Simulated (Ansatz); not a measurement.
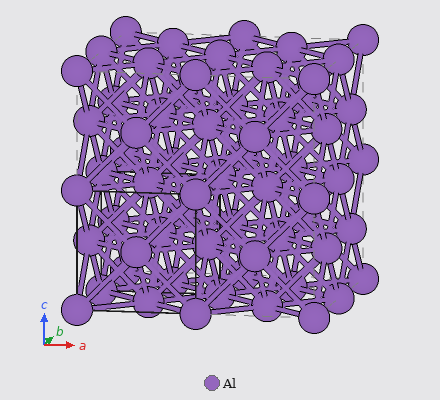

The structure; the drawing may span several cells.

Structure (in its standard cell), the input geometry of an electronic-structure calculation (not necessarily at equilibrium):

```cif
data_structure
_symmetry_space_group_name_H-M 'Fm-3m'
_symmetry_Int_Tables_number 225
_cell_length_a 4.0419
_cell_length_b 4.0419
_cell_length_c 4.0419
_cell_angle_alpha 90.000
_cell_angle_beta 90.000
_cell_angle_gamma 90.000
_cell_volume 66.03
loop_
_atom_site_label
_atom_site_type_symbol
_atom_site_symmetry_multiplicity
_atom_site_Wyckoff_symbol
_atom_site_fract_x
_atom_site_fract_y
_atom_site_fract_z
_atom_site_occupancy
Al1 Al 4 a 0.00000 0.00000 0.00000 1
```

What does the kinematic electron diffraction pattern along [111] look like at 120 kV (B = 0.5 Å²)?

The spots form a hexagonal net with both shortest vectors at d = 1.43 Å, 60.0° apart. They are -2 2 0 and -2 0 2. The pattern has symmetry 6mm. The lattice centring (F) removes all reflections that break h + k = 2n, h + l = 2n.

Strongest reflections with d > 0.80 Å, one of each family (|F|² from tabulated Gaussian fits of the electron scattering factors, times a small damping for the curvature of the Ewald sphere):

| hkl | d (Å) | I (strongest = 100) |
| --- | --- | --- |
| 2 0 -2 | 1.429 | 100 |
| 4 -2 -2 | 0.825 | 18 |

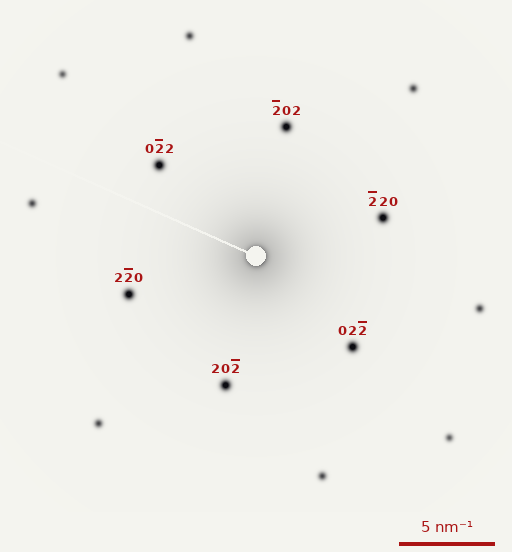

Calculated pattern, seen from the source side with [111] pointing towards the source.
